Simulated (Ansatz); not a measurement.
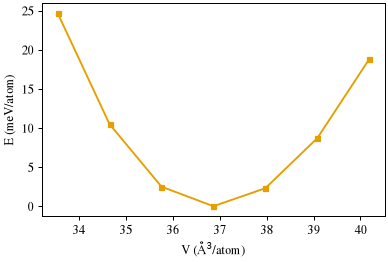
La (simple cubic, Pm-3m) under volume change, PBE (plane waves, PAW; program Ansatz), scaled uniformly.

Q: What does a third-order Birch–Murnaghan fit give for V₀, B₀ and B′?

A: V₀ = 36.88 Å³/atom, B₀ = 23.0 GPa, B′ = 3.2.

A made-up cell: these elements were put on the sites of a structure type; neither database checked (COD, Materials Project) lists it. It is not the phase usual at ambient conditions (space group No. 194). The cell was relaxed with PBE under the symmetry of its start; phonons on a q-mesh show weakly imaginary modes. Scalar-relativistic: spin–orbit coupling is off unless named, which matters more the heavier the elements.

Potentials: the later of the program's two PAW sets.
